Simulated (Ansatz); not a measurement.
## Y2VPb2, from a guessed structure to a relaxed one

Starting from a made-up structure for Y2VPb2, the aim is the relaxed cell, its shortest contacts and, where a second run follows, its electronic structure.

Main program and level: Ansatz 0.2.0; DFT, PBEsol, plane-wave PAW, files of the set soft_1, scalar-relativistic, ferromagnetic start, cell and ions relaxed at zero pressure; PAW set soft_1, in the first sound run; inputs show where later runs differ.

## 1. Starting point

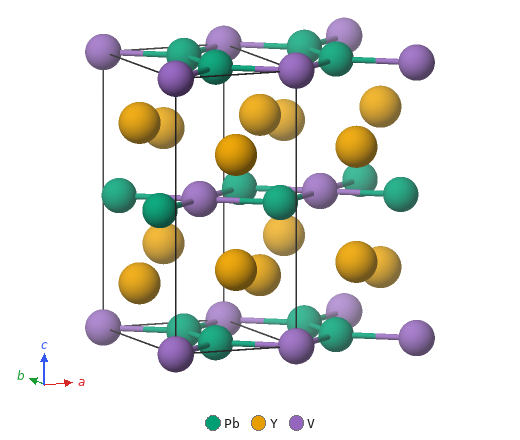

Start, viewed slightly off an axis; lead teal, yttrium orange, vanadium purple. 2×1×1 cells are drawn. This picture shows the conventional cell, with its axes. Some periodic images of atoms are drawn too.

## 2. Relaxation of the guess

The guessed cell has no reason to be at equilibrium. It is relaxed with the atoms, within the space group of the guess.

input.yaml

```yaml
crystal:
  lattice:
    - [-2.223, 3.136, 4.737]
    - [2.223, -3.136, 4.737]
    - [2.223, 3.136, -4.737]
  atoms:
    - { symbol: Pb, position: [0.7191, 0.5, 0.2191] }
    - { symbol: Pb, position: [0.2809, 0.5, 0.7809] }
    - { symbol: "Y", position: [0.7089, 0.2089, 0.5] }
    - { symbol: "Y", position: [0.2911, 0.7911, 0.5] }
    - { symbol: V, position: [0.0, 0.0, 0.0], spin: 2.0 }
magnetization:
  spin_polarized: true
kpoints:
  mp_grid: { grid: [7, 7, 7] }
scf:
  occupations: { method: fermi_dirac, width: 0.05 }
hamiltonian:
  xc: pbesol
  pseudopotentials: { kind: paw, azcp: { folder: soft_1 }, xc_functional: pbe }
relax:
  f_tol: 0.015
  max_steps: 70
  cell: {}
output:
  forces: true
  stress: true
```

Run with:

```sh
ansatz run input.yaml --threads 4 --pin off --max-ram 8192MiB --backend cpu --events-out ev --progress --plain --runs-dir out
```

Numbers of over 12 decimals in the logs are rounded to 6 here.

What it wrote:

```text
Engine: ansatz 0.2.0, x86_64-unknown-linux-gnu
Pseudopotentials: kind: paw
Pseudopotential: Pb, paw, valence charge 14, recommended cutoff 420 eV (normal), soft_1/Pb.paw.azcp
Pseudopotential: Y, paw, valence charge 11, recommended cutoff 420 eV (normal), soft_1/Y.paw.azcp
Pseudopotential: V, paw, valence charge 13, recommended cutoff 420 eV (normal), soft_1/V.paw.azcp
Functional definition: PBEsol
  exchange = pbesol_x
  correlation = pbesol_c
Crystal: 5 atoms, lattice volume = 132.093 Å³
Basis set: ecut = 420 eV, 2579 PW (Γ), exchange–correlation on 90×90×90 points (8 copies of the dense FFT grid, shifted against one another)
Bands: 39, of which v1, the nominal top of the filled ones, is band 32 counted from 1 (31 counted from 0)
Symmetry: 8 space group operations
Space group: Immm (ITA 71), of the structure as read, at distance tolerance 5.1e-5 Å
Magnetic group: BNS 71.533 (UNI 631), of the structure as read, at distance tolerance 5.1e-5 Å
k-points: 64 of 343
Non-local potential: Pb, projectors of the file, l = 0: 2, l = 1: 2, l = 2: 2, l = 3: 1
Non-local potential: Y, projectors of the file, l = 0: 3, l = 1: 2, l = 2: 2, l = 3: 1
Non-local potential: V, projectors of the file, l = 0: 3, l = 1: 2, l = 2: 3, l = 3: 1
PAW form: soft (Blöchl's): semilocal exchange-correlation on the pseudo side does not see the compensation charge
PAW frozen core: Pb, regenerated for the run's functional, and the local potential with it (the file was generated under x = pbe(κ = 0.804, μ = 0.219515), c = pbe(β = 0.066725))
PAW frozen core: Y, regenerated for the run's functional, and the local potential with it (the file was generated under x = pbe(κ = 0.804, μ = 0.219515), c = pbe(β = 0.066725))
PAW frozen core: V, regenerated for the run's functional, and the local potential with it (the file was generated under x = pbe(κ = 0.804, μ = 0.219515), c = pbe(β = 0.066725))
PAW one-centre angular grid: Pb, 590 points (default); XC on 64 Gauss nodes
PAW one-centre angular grid: Y, 590 points (default); XC on 64 Gauss nodes
PAW one-centre angular grid: V, 590 points (default); XC on 64 Gauss nodes
Initial density: superposition of atomic densities (chi_scale 0.1, normalization cell, long waves kept (reshape's long-wave potential 0.00 eV rms))
Starting moments: Σ|m| = 2 μB on 1 of 5 sites
Initial wavefunctions: pseudopotential atomic-orbital guess
Functional: x = pbesol(κ = 0.804, μ = 0.123457), c = pbesol(β = 0.046)
SCF iter   1: F=—  HF=-33992.336618 eV  |F-HF|=—  |Δ(HF+E_count)|=         —  Δρ=2.41e-2 (↑2.41e-2 ↓2.36e-2)  dr2=7.30e0  dr2_m=2.46e-2  M=2.025 μB ∫|m|=2.404 μB  β_m=0.30  ethr=3.10e-3  ⟨swp⟩=6.4  Hψ=20244  notcnv=0
Mixer restart at iter 1: flushing history
preconditioner: auto → Kerker (q_TF=auto, 2.412 Å⁻¹)  [metal: Δε(μ)=0.015 eV  Ē_g=9.817 eV  σ=0.050 eV  W_gap=0.08  n_scr=32 (ndim 8)  ℏωp=20.2 eV  f_vac=0.000  D(μ)=5.25/eV (n_scr^D=46)]
spin=Collinear: Kerker preconditioning applied to the charge; magnetization (m = ρ↑ − ρ↓) channel mixes plain (no charge-response kernel on spin).
SCF iter   2: F=—  HF=-33991.169797 eV  |F-HF|=—  |Δ(HF+E_count)|=    1.17e0  Δρ=1.79e-2 (↑1.79e-2 ↓1.61e-2)  dr2=3.72e0  dr2_m=2.45e-2  M=2.154 μB ∫|m|=2.527 μB  β_m=0.59  ethr=3.10e-3  ⟨swp⟩=3.7  Hψ=9539  notcnv=0  defer=73
SCF iter   3: F=—  HF=-33990.497944 eV  |F-HF|=—  |Δ(HF+E_count)|=   6.72e-1  Δρ=6.23e-3 (↑6.23e-3 ↓4.96e-3)  dr2=2.34e-1  dr2_m=1.23e-2  M=2.490 μB ∫|m|=2.910 μB  β_m=0.71  ethr=3.10e-3  ⟨swp⟩=3.8  Hψ=10230  notcnv=0  defer=75
SCF iter   4: F=—  HF=-33990.505537 eV  |F-HF|=—  |Δ(HF+E_count)|=         —  Δρ=1.01e-2 (↑1.01e-2 ↓4.93e-3)  dr2=7.78e-2  dr2_m=6.61e-2  M=2.830 μB ∫|m|=3.354 μB  β_m=0.71  ethr=3.72e-4  ⟨swp⟩=3.3  Hψ=11112  notcnv=0  defer=77
Mixer restart at iter 4: flushing history
SCF iter   5: F=—  HF=-33990.469763 eV  |F-HF|=—  |Δ(HF+E_count)|=   3.58e-2  Δρ=3.23e-3 (↑3.23e-3 ↓2.51e-3)  dr2=3.65e-2  dr2_m=7.95e-4  M=2.817 μB ∫|m|=3.347 μB  β_m=0.65  ethr=1.24e-4  ⟨swp⟩=3.8  Hψ=10988  notcnv=0  defer=77
SCF iter   6: F=—  HF=-33990.486171 eV  |F-HF|=—  |Δ(HF+E_count)|=   1.64e-2  Δρ=1.63e-3 (↑1.63e-3 ↓1.45e-3)  dr2=8.21e-4  dr2_m=2.67e-3  M=2.856 μB ∫|m|=3.400 μB  β_m=0.77  ethr=5.80e-5  ⟨swp⟩=2.9  Hψ=10458  notcnv=0  defer=77
SCF iter   7: F=—  HF=-33990.487369 eV  |F-HF|=—  |Δ(HF+E_count)|=   1.20e-3  Δρ=4.33e-4 (↑1.82e-4 ↓4.33e-4)  dr2=5.33e-4  dr2_m=8.30e-5  M=2.875 μB ∫|m|=3.427 μB  β_m=0.88  ethr=1.30e-6  ⟨swp⟩=2.0  Hψ=7759  notcnv=0  defer=77
SCF iter   8: F=—  HF=-33990.487538 eV  |F-HF|=—  |Δ(HF+E_count)|=   1.68e-4  Δρ=4.74e-4 (↑4.74e-4 ↓1.22e-4)  dr2=3.44e-4  dr2_m=8.34e-5  M=2.894 μB ∫|m|=3.449 μB  β_m=0.94  ethr=8.46e-7  ⟨swp⟩=2.1  Hψ=7777  notcnv=0  defer=77
SCF iter   9: F=—  HF=-33990.487592 eV  |F-HF|=—  |Δ(HF+E_count)|=   5.41e-5  Δρ=1.87e-4 (↑1.87e-4 ↓7.17e-5)  dr2=4.38e-5  dr2_m=1.64e-5  M=2.898 μB ∫|m|=3.453 μB  β_m=0.97  ethr=5.47e-7  ⟨swp⟩=2.0  Hψ=5865  notcnv=0  defer=77
SCF iter  10: F=—  HF=-33990.487601 eV  |F-HF|=—  |Δ(HF+E_count)|=   9.41e-6  Δρ=1.73e-5 (↑1.69e-5 ↓1.73e-5)  dr2=1.22e-6  dr2_m=1.84e-7  M=2.901 μB ∫|m|=3.456 μB  β_m=0.92  ethr=6.95e-8  ⟨swp⟩=2.0  Hψ=8640  notcnv=0  defer=77
SCF iter  11: F=—  HF=-33990.487601 eV  |F-HF|=—  |Δ(HF+E_count)|=   3.08e-7  Δρ=3.43e-6 (↑3.43e-6 ↓3.13e-6)  dr2=1.26e-7  dr2_m=3.00e-9  M=2.903 μB ∫|m|=3.457 μB  β_m=0.96  ethr=1.94e-9  ⟨swp⟩=2.1  Hψ=8113  notcnv=0  defer=77
SCF iter  12: F=-33990.487601 eV  HF=-33990.487601 eV  |F-HF|=4.48e-9  |Δ(HF+E_count)|=   2.01e-8  Δρ=1.39e-6 (↑1.39e-6 ↓6.05e-7)  dr2=6.34e-9  dr2_m=6.38e-10  M=2.903 μB ∫|m|=3.457 μB  ethr=1.59e-10  ⟨swp⟩=2.9  Hψ=16260  notcnv=0
SCF 1 converged in 12 iterations: F = -33990.487601 eV  dr2 = 6.34e-9
  greatest PAW one-centre occupation: 0.999 electrons in one spin orbital (limit 2), on the V atom at site 4 (counted from 0), in its partial waves of l = 0
relax step   1: F+E_penalty+E_count = -33990.48760135 eV  Δ(F+E_penalty+E_count) = +0.000e0 eV  max|allowed force component| = 1.845e0 eV/Å  Δτ_max = 0.0000 Å  P = -1.681 GPa  Ω = 132.093 Å³  (12 SCF iters, dr2 threshold 1.00e-7 eV, accepted)
Crystal: 5 atoms, lattice volume = 127.518 Å³
Basis set: ecut = 420 eV, 2463 PW (Γ), exchange–correlation on 90×90×90 points (8 copies of the dense FFT grid, shifted against one another)
Initial density: handed on by an earlier stage of this run
Starting moments: Σ|m| = 2 μB on 1 of 5 sites; this step starts from the density that it was given
Initial wavefunctions: those handed on with the density
iter 1 solved again at ethr=2.39e-4 eV; its pass at ethr=3.10e-3 eV (dr2=1.50e-1 eV) is discarded
[...]
SCF iter  10: F=-33990.772744 eV  HF=-33990.772744 eV  |F-HF|=2.64e-8  |Δ(HF+E_count)|=  1.38e-10  Δρ=2.90e-6 (↑2.90e-6 ↓8.33e-7)  dr2=3.05e-8  dr2_m=2.12e-9  M=2.800 μB ∫|m|=3.378 μB  ethr=5.08e-11  ⟨swp⟩=1.7  Hψ=13822  notcnv=0
SCF 3 converged in 10 iterations: F = -33990.772744 eV  dr2 = 3.05e-8
relax step   3: F+E_penalty+E_count = -33990.77274352 eV  Δ(F+E_penalty+E_count) = -1.377e-1 eV  max|allowed force component| = 1.574e-1 eV/Å  Δτ_max = 0.0736 Å  P = -0.672 GPa  Ω = 129.011 Å³  energy of the carried Pulay correction = +4.385e-4 eV  (10 SCF iters, dr2 threshold 5.00e-7 eV, accepted)
[...]
relax step   4: F+E_penalty+E_count = -33990.78162531 eV  Δ(F+E_penalty+E_count) = -8.882e-3 eV  max|allowed force component| = 4.155e-2 eV/Å  Δτ_max = 0.0169 Å  P = -0.057 GPa  Ω = 127.714 Å³  energy of the carried Pulay correction = +6.261e-4 eV  (8 SCF iters, dr2 threshold 5.00e-7 eV, accepted)
[...]
relax step   5: F+E_penalty+E_count = -33990.78235950 eV  Δ(F+E_penalty+E_count) = -7.342e-4 eV  max|allowed force component| = 4.824e-3 eV/Å  Δτ_max = 0.0088 Å  P = +0.037 GPa  Ω = 127.524 Å³  energy of the carried Pulay correction = +6.538e-4 eV  (10 SCF iters, dr2 threshold 1.08e-7 eV, accepted)
[...]
relax step   6: F+E_penalty+E_count = -33990.78238461 eV  Δ(F+E_penalty+E_count) = -2.511e-5 eV  max|allowed force component| = 1.905e-3 eV/Å  Δτ_max = 0.0013 Å  P = -0.002 GPa  Ω = 127.591 Å³  energy of the carried Pulay correction = +6.440e-4 eV  (9 SCF iters, dr2 threshold 1.62e-8 eV, accepted)
Basis set: ecut = 420 eV, 2495 PW (Γ), exchange–correlation on 80×80×80 points (8 copies of the dense FFT grid, shifted against one another)
Initial wavefunctions: pseudopotential atomic-orbital guess (no wavefunctions were taken with the density)
iter 1 solved again at ethr=2.15e-7 eV; its pass at ethr=3.10e-3 eV (dr2=1.35e-4 eV) is discarded
SCF iter   1: F=—  HF=-33990.781873 eV  |F-HF|=—  |Δ(HF+E_count)|=         —  Δρ=1.32e-4 (↑1.32e-4 ↓8.22e-5)  dr2=2.00e-6  dr2_m=8.41e-7  M=2.878 μB ∫|m|=3.417 μB  β_m=0.65  ethr=2.15e-7  ⟨swp⟩=3.7  Hψ=34353  notcnv=0
preconditioner: auto → Kerker (q_TF=auto, 2.316 Å⁻¹)  [metal: Δε(μ)=0.003 eV  Ē_g=14.766 eV  σ=0.050 eV  W_gap=0.02  n_scr=28 (ndim 8)  ℏωp=23.5 eV  f_vac=0.000  D(μ)=3.75/eV (n_scr^D=28)]
spin=Collinear: Kerker preconditioning applied to the charge; magnetization (m = ρ↑ − ρ↓) channel mixes plain (no charge-response kernel on spin).
SCF iter   2: F=—  HF=-33990.781920 eV  |F-HF|=—  |Δ(HF+E_count)|=   4.78e-5  Δρ=4.69e-5 (↑4.69e-5 ↓2.99e-5)  dr2=2.76e-7  dr2_m=1.00e-7  M=2.878 μB ∫|m|=3.417 μB  β_m=0.64  ethr=3.17e-9  ⟨swp⟩=2.0  Hψ=6122  notcnv=0
SCF iter   3: F=—  HF=-33990.781927 eV  |F-HF|=—  |Δ(HF+E_count)|=   6.34e-6  Δρ=3.35e-6 (↑3.35e-6 ↓1.94e-6)  dr2=9.18e-9  dr2_m=2.12e-9  M=2.878 μB ∫|m|=3.417 μB  β_m=0.77  ethr=4.38e-10  ⟨swp⟩=2.3  Hψ=6896  notcnv=0
SCF iter   4: F=—  HF=-33990.781927 eV  |F-HF|=—  |Δ(HF+E_count)|=   7.16e-8  Δρ=2.43e-6 (↑2.43e-6 ↓6.33e-7)  dr2=1.96e-8  dr2_m=1.41e-9  M=2.878 μB ∫|m|=3.417 μB  β_m=0.77  ethr=1.46e-11  ⟨swp⟩=2.0  Hψ=8751  notcnv=0
SCF iter   5: F=—  HF=-33990.781927 eV  |F-HF|=—  |Δ(HF+E_count)|=   3.09e-8  Δρ=1.41e-6 (↑1.41e-6 ↓7.67e-7)  dr2=1.10e-8  dr2_m=2.56e-10  M=2.878 μB ∫|m|=3.417 μB  β_m=0.89  ethr=1.46e-11  ⟨swp⟩=2.2  Hψ=9178  notcnv=0
SCF iter   6: F=—  HF=-33990.781927 eV  |F-HF|=—  |Δ(HF+E_count)|=   3.20e-9  Δρ=1.07e-6 (↑1.07e-6 ↓1.97e-7)  dr2=2.89e-9  dr2_m=3.38e-10  M=2.878 μB ∫|m|=3.417 μB  β_m=0.83  ethr=1.46e-11  ⟨swp⟩=2.0  Hψ=7245  notcnv=0
SCF iter   7: F=—  HF=-33990.781927 eV  |F-HF|=—  |Δ(HF+E_count)|=   2.77e-7  Δρ=1.83e-7 (↑1.83e-7 ↓1.17e-7)  dr2=1.24e-10  dr2_m=5.59e-12  M=2.878 μB ∫|m|=3.417 μB  β_m=0.92  ethr=4.58e-12  ⟨swp⟩=2.2  Hψ=9187  notcnv=0
SCF iter   8: F=—  HF=-33990.781927 eV  |F-HF|=—  |Δ(HF+E_count)|=  1.53e-10  Δρ=3.23e-8 (↑2.79e-8 ↓3.23e-8)  dr2=6.08e-12  dr2_m=4.71e-13  M=2.878 μB ∫|m|=3.417 μB  β_m=0.96  ethr=1.00e-12  ⟨swp⟩=2.0  Hψ=5988  notcnv=0
SCF iter   9: F=-33990.781927 eV  HF=-33990.781927 eV  |F-HF|=2.18e-11  |Δ(HF+E_count)|=  7.28e-12  Δρ=5.49e-8 (↑5.49e-8 ↓1.70e-8)  dr2=1.10e-11  dr2_m=7.10e-13  M=2.878 μB ∫|m|=3.417 μB  ethr=1.00e-12  ⟨swp⟩=2.7  Hψ=12094  notcnv=0
SCF 7 converged in 9 iterations: F = -33990.781927 eV  dr2 = 1.10e-11
relax step   7: F+E_penalty+E_count = -33990.78192717 eV  Δ(F+E_penalty+E_count) = +4.574e-4 eV  max|allowed force component| = 1.912e-3 eV/Å  Δτ_max = 0.0000 Å  P = -0.004 GPa  Ω = 127.591 Å³  stress off target by 1.30e-2 GPa  SCF on the basis re-selected at this cell (its energy is not comparable with the rows above)  (9 SCF iters)
basis re-selected at this cell: Δ(F+E_penalty+E_count) = +4.574e-4 eV, ΔP = -0.002 GPa vs the last step (what re-selecting the basis moved, of the pressure what is left beyond the Pulay correction that the steps carried, after the strain that the cell walked since its last selection, with what the two solves' SCF thresholds leave and, on support functions, any second-order correction that the steps lacked; it is no measure of the basis error at this ecutwfc). The dense FFT grid was sized anew with the basis: this SCF ran on 40×40×40 points, the steps before it on 45×45×45, so part of this shift can come from that change (see relax.cell in the input reference). [rest of the remark cut]
SCF converged after 9 iterations
Magnetization: 2.8780 μB (32.9390 up, 30.0610 down)
Absolute magnetization: 3.4272 μB (∫|ρ↑−ρ↓|, with the PAW one-centre terms)
Spin contamination: 0.2625 ħ² per cell (⟨S²⟩ above its minimum at these occupations)
Per-site moments (μB) at R_I (Å): [(-0.016698, 1.146168), (-0.016698, 1.146168), (0.012712, 1.304033), (0.012712, 1.304033), (2.282956, 1.146168)]
Free energy (F): -33990.781927 eV
Harris-Foulkes:  -33990.781927 eV  (|F-HF|=2.18e-11)
Internal energy: -33990.751239 eV  (E = F + TS)
E sigma→0 (E₀):  -33990.766583 eV
Entropy (-TS):   -0.030689 eV (-6.138 meV/atom)
Fermi energy:    11.983759 eV
--- Per-component energies (eV) ---
  E_band       = -435.493392
  E_kinetic    = 1523.113364
  E_local      = -4526.310740  (includes V_loc(G=0)·N_el)
  E_nonlocal   = 758.656483
  E_hartree    = 1745.637543
  E_xc         = -875.152569
  E_vxc        = -829.603058  (∫ρ·V_xc dr)
  E_paw        = -27125.441647  (= ΣΔE_a)
  E_vpaw       = -852.625465  (= ΣTr[D̂ρ^β])
  E_aug_tail   = 0.001097  (compensation charges beyond the density's cutoff)
  E_ewald      = -5491.826336
  E_core_change = 0.571566  (= ΣΔE_core)
  E_smearing   = -0.030689  (= −TS)
  E_closure    = 0.000000  (closes the sum)
  Σ components = -33990.781927   (vs F -33990.781927, Δ=0.00e0)
--- Forces (eV/Å), atoms counted from 1 ---
  atom   1  Pb     0.00000000     0.00040331     0.00000000
  atom   2  Pb     0.00000000    -0.00040331     0.00000000
  atom   3  Y      0.00000000     0.00000000     0.00191248
  atom   4  Y      0.00000000     0.00000000    -0.00191248
  atom   5  V      0.00000000     0.00000000    -0.00000000
  max |Σ_I F_I| component: 4.34e-19 eV/Å
--- Stress (GPa, compression-positive) ---
        0.005483       0.000000       0.000000
        0.000000      -0.003626       0.000000
        0.000000       0.000000      -0.013019
  P = ⅓ Tr σ = -0.0037 GPa (-0.037 kbar)
--- Relaxed structure (6 steps of the walk, 6 accepted, 1 SCFs on fresh bases) ---
  F+E_penalty+E_count = -33990.78192717 eV   max|allowed force component| = 1.912e-3 eV/Å   (the final SCF, on the basis selected at the relaxed cell)
  cell:  # Å, volume = 127.5914 Å³
    - [-2.192271, 3.223640, 4.513576]
    - [2.192271, -3.223640, 4.513576]
    - [2.192271, 3.223640, -4.513576]
  atoms:
    - { symbol: Pb, position: [0.735208, 0.5, 0.235208] }
    - { symbol: Pb, position: [0.264792, 0.5, 0.764792] }
    - { symbol: Y, position: [0.705257, 0.205257, 0.5] }
    - { symbol: Y, position: [0.294743, 0.794743, 0.5] }
    - { symbol: V, position: [-8.622713879325239e-19, 0, -8.988921072902779e-19] }
```

Elapsed: 70 s, on 4 threads of Intel Xeon Platinum 8259CL at 2.50GHz (Skylake/Cascade Lake), shared host; peak memory 0.93 GiB; 4.4 min of CPU time.

Relaxation path:

| step | energy less that of the first step (eV) | largest force component (eV/Å) | pressure (GPa) | volume (Å³) |
| --- | --- | --- | --- | --- |
| 1 | 0.0000 | 1.8454 | -1.68 | 132.09 |
| 2 | -0.1474 | 1.3493 | 0.93 | 127.52 |
| 3 | -0.2851 | 0.1574 | -0.67 | 129.01 |
| 4 | -0.2940 | 0.0415 | -0.06 | 127.71 |
| 5 | -0.2948 | 0.0048 | 0.04 | 127.52 |
| 6 | -0.2948 | 0.0019 | 0.00 | 127.59 |
| 7* | -0.2943 | 0.0019 | 0.00 | 127.59 |

Relaxation steps marked * repeat the geometry before them on a plane-wave basis chosen anew for their cell, so energy and pressure can jump there.

The run keeps the 8 symmetry operations that it works with, so distortions that break them were not tested.

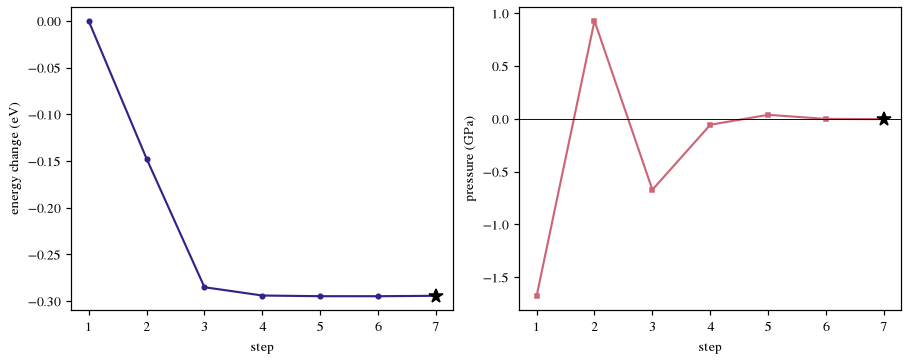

Energy and pressure along the relaxation. Stars mark steps on a basis chosen anew.

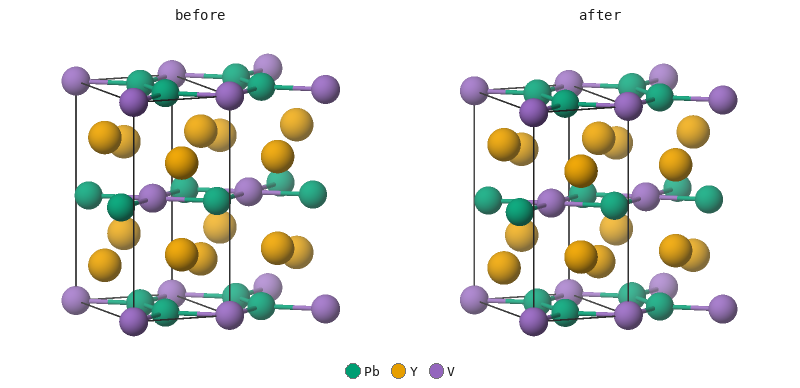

Before and after, at one scale.

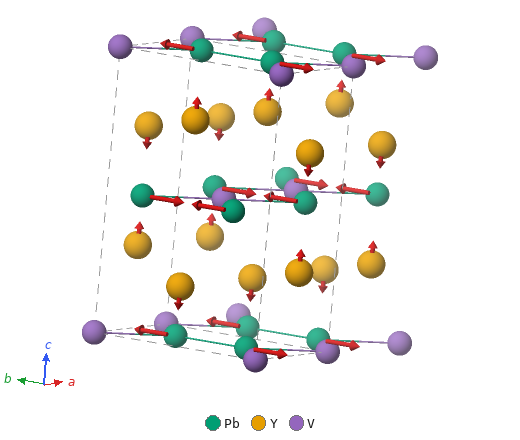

Displacements in the relaxation, exaggerated, measured against the changing cell; the longest in the cell stands for 0.10 Å. 2×1×1 conventional cells are drawn. Some periodic images of atoms are drawn too.

| conventional cell, symmetrised | before | after | change |
| --- | --- | --- | --- |
| a (Å) | 4.446 | 4.385 | -1.4 % |
| b (Å) | 6.272 | 6.447 | +2.8 % |
| c (Å) | 9.474 | 9.027 | -4.7 % |
| volume (Å³/atom) | 26.42 | 25.52 | -3.4 % |

The atoms that moved most (Å, as changes of fractional coordinates times the final cell):

| atom | dx | dy | dz | length |
| --- | --- | --- | --- | --- |
| Pb1 | 0.000 | 0.104 | 0.000 | 0.104 |
| Pb2 | 0.000 | -0.104 | 0.000 | 0.104 |
| Y4 | 0.000 | 0.000 | 0.033 | 0.033 |
| Y3 | 0.000 | 0.000 | -0.033 | 0.033 |

Final coordinates:

```cif
data_structure
_symmetry_space_group_name_H-M 'P 1'
_symmetry_Int_Tables_number 1
_cell_length_a 5.9641
_cell_length_b 5.9641
_cell_length_c 5.9641
_cell_angle_alpha 136.867
_cell_angle_beta 114.563
_cell_angle_gamma 81.635
_cell_volume 127.59
loop_
_atom_site_label
_atom_site_type_symbol
_atom_site_fract_x
_atom_site_fract_y
_atom_site_fract_z
_atom_site_occupancy
Pb1 Pb 0.73521 0.50000 0.23521 1
Pb2 Pb 0.26479 0.50000 0.76479 1
Y3 Y 0.70526 0.20526 0.50000 1
Y4 Y 0.29474 0.79474 0.50000 1
V5 V 0.00000 0.00000 0.00000 1
```

Numbers from this step:

| Item | Value |
| --- | --- |
| free energy | -33990.7819 eV |
| energy at zero smearing | -33990.7666 eV |
| smearing term TS | 0.03069 eV |
| Fermi energy | 11.98 eV |
| magnetization | 2.878 μB |
| absolute magnetization | 3.427 μB |
| site moments | -0.01670, -0.01670, 0.01271, 0.01271, 2.283 μB |
| electrons | 63 |
| symmetry operations | 8 |
| pressure | -0.003721 GPa |

Site moment by atom:

| atom | site moment (μB) |
| --- | --- |
| Pb1 | -0.02 |
| Pb2 | -0.02 |
| Y3 | 0.01 |
| Y4 | 0.01 |
| V5 | 2.28 |

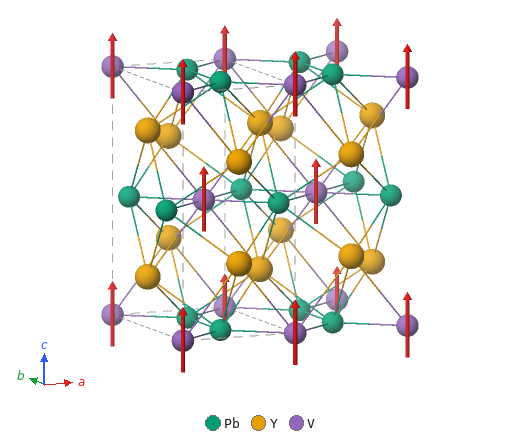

Site moment as arrows, the longest 2.28 μB. Up and down stand for the sign. Arrows give size and sign along the axis of quantisation, drawn up and down the page. 2×1×1 conventional cells are drawn. Some periodic images of atoms are drawn too.

The shortest distance of each pair, which need not be the same contact before and after:

| pair | guess (Å) | relaxed (Å) |
| --- | --- | --- |
| Pb–V | 2.836 | 2.779 |
| Pb–Pb | 2.748 | 3.033 |
| Pb–Y | 3.273 | 3.161 |
| V–Y | 3.542 | 3.448 |
| Y–Y | 3.922 | 3.706 |

The relaxation ends with a largest force component of 0.0019 eV/Å and a pressure of 0.00 GPa.

(Continued in part 2 of 2.)

[Logs are printed without paths, hosts, clocks, repeated set-up lines and the standing remarks that a program may print on its own settings, such as how far it seeks lower states.]

[Hosts, paths, dates, database ids (printed as entryN), source tags and the programs' standing remarks are cut or masked in the printed files.]
